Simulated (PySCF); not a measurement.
C₆H₄O₂, SMILES `O=C1C=CC(=O)C=C1`.

PySCF calculation, def2-SVP basis, gas phase; geometry: GFN2-xTB. No frequency check shows the geometry to be a minimum.

The calculation's input:

```python
import numpy as np
from pyscf import gto, scf, dft, mcscf, mrpt
from pyscf.mcscf import avas

def solve(mol, dm0=None, hcore=None):
    mf = scf.ROHF(mol) if mol.spin else scf.RHF(mol)
    mf = mf.density_fit(auxbasis='def2-universal-jkfit')
    mf.conv_tol, mf.max_cycle = 1e-8, 80
    if hcore is not None:
        mf.get_hcore = lambda *args: hcore
    mf.kernel(dm0)
    if not mf.converged:
        mf = mf.newton().run(mf.mo_coeff, mf.mo_occ, max_cycle=30)
    assert mf.converged, 'SCF not converged'
    return mf

mol = gto.M(atom='''
O      2.66824     0.00001     0.00000
C      1.45405    -0.00001     0.00000
C      0.66730     1.24950     0.00000
C     -0.66730     1.24950     0.00000
C     -1.45405    -0.00001     0.00000
O     -2.66824     0.00001     0.00000
C     -0.66730    -1.24950     0.00000
C      0.66730    -1.24950     0.00000
H      1.24074     2.16624     0.00000
H     -1.24074     2.16624     0.00000
H     -1.24074    -2.16624     0.00000
H      1.24074    -2.16624     0.00000
''', basis='def2-svp', charge=0, spin=0, verbose=4)
mf = solve(mol)
ncas, nel, orbs = avas.avas(mf, ['C 2pz', 'O 2pz'], threshold=0.5, openshell_option=3)
print('active space', nel, ncas)
assert 2 <= ncas <= 10, 'active space too large or empty'
mc = mcscf.CASSCF(mf, ncas, nel)
mc.natorb, mc.max_cycle_macro = True, 60
mc.fix_spin_(ss=mol.spin / 2 * (mol.spin / 2 + 1))
mc.kernel(orbs)
occ = mc.mo_occ[mc.ncore:mc.ncore + ncas]
print('natural occupations', occ.round(4))
e2 = mrpt.NEVPT(mc).kernel()
out = dict(c=mc.mo_coeff[:, mc.ncore:mc.ncore + ncas], occ=occ, e=mc.e_tot, e2=e2, ehf=mf.e_tot, ok=mc.converged, nel=nel, w0=abs(mc.ci).max() ** 2, dm=mc.make_rdm1())
# the other spin state at the same geometry
other = mol.copy().set(spin=2).build()
mo = scf.ROHF(other).density_fit(auxbasis='def2-universal-jkfit').run()
na = (nel + other.spin) // 2
m2 = mcscf.CASSCF(mo, ncas, (na, nel - na))
m2.natorb = True
m2.fix_spin_(ss=other.spin / 2 * (other.spin / 2 + 1))
m2.kernel(mc.mo_coeff)
e2o = mrpt.NEVPT(m2).kernel()
print('other state above this one / eV: CASSCF', (m2.e_tot - mc.e_tot) * 27.211386, 'NEVPT2', (m2.e_tot + e2o - mc.e_tot - e2) * 27.211386)
np.savez('result.npz', eo=m2.e_tot, e2o=e2o, oko=m2.converged, occo=m2.mo_occ[mc.ncore:mc.ncore + ncas], co=m2.mo_coeff[:, mc.ncore:mc.ncore + ncas], **out)
```

Command:

```sh
OMP_NUM_THREADS=1 python input.py
```

The run took 35 s on 1 thread of Intel(R) Xeon(R) 6975P-C (Granite Rapids), with other jobs on the host, peak memory 0.43 GiB.

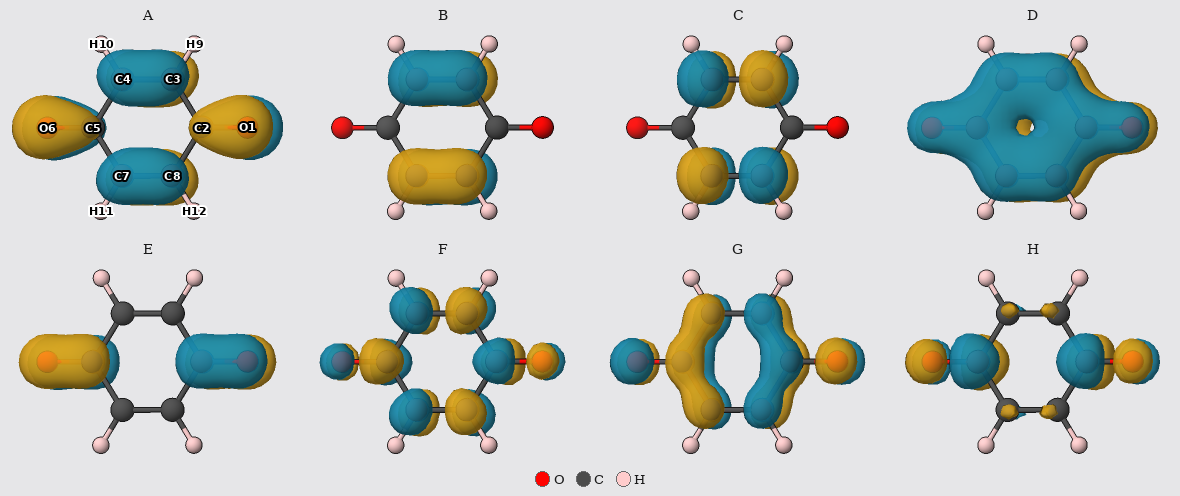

Natural orbitals of the π active space, CASSCF(8,8), singlet state, in random order.

> Which orbitals are strongly, which singly and which weakly occupied?

Strongly: D (1.95), E (1.92), B (1.91), A (1.87). Weakly: G (0.15), C (0.08), H (0.07), F (0.04). Broadly, orbitals with more nodes between bonded atoms hold fewer electrons.

> How multiconfigurational is the state?

The leading determinant weighs 0.83; the effective number of unpaired electrons, Σ n²(2−n)², is 0.25; the most occupied of the weakly occupied orbitals holds 0.15 e, as in an ordinary closed-shell π system. The active space lowers the energy by 3.41 eV against Hartree–Fock.

> Where does the lowest triplet lie relative to the singlet, at this geometry and within this active space?

3.27 eV above it by strongly contracted NEVPT2 (+3.35 eV by CASSCF); a small basis tends to put such gaps a few tenths of an eV too high. This is a vertical energy for π states alone; a state that uses lone pairs or σ orbitals may lie lower.
